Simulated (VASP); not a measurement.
Here is the system:

```
CELL_PARAMETERS angstrom
      4.52989     0.00000     0.00000
      0.00000     4.52989     0.00000
      0.00000     0.00000     3.20044
ATOMIC_POSITIONS crystal
  Ir 0.00000 0.00000 0.00000
  Ir 0.50000 0.50000 0.50000
  O  0.30868 0.30868 0.00000
  O  0.80868 0.19132 0.50000
  O  0.19132 0.80868 0.50000
  O  0.69132 0.69132 0.00000
```

Computed with optB88-vdW, VASP's PBE PAW potentials (set 64) (plane waves; VASP). Numerical set-up: 520 eV cut-off, 8×8×11 Γ-centred mesh, tetrahedra with Blöchl corrections, potentials Ir O.

Unless said otherwise, spin-orbit coupling is left out, though it shifts the bands of the heavy elements here.

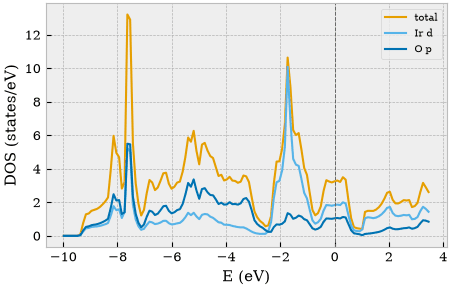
Figure: Total and projected density of states, zero at the Fermi level

Within 2 eV below the Fermi level the largest weight inside VASP's projection spheres is Ir d, then O p.

It has no gap at this level: it comes out as a metal or semimetal.

The compound is IrO2 in the rutile structure. It was relaxed first.
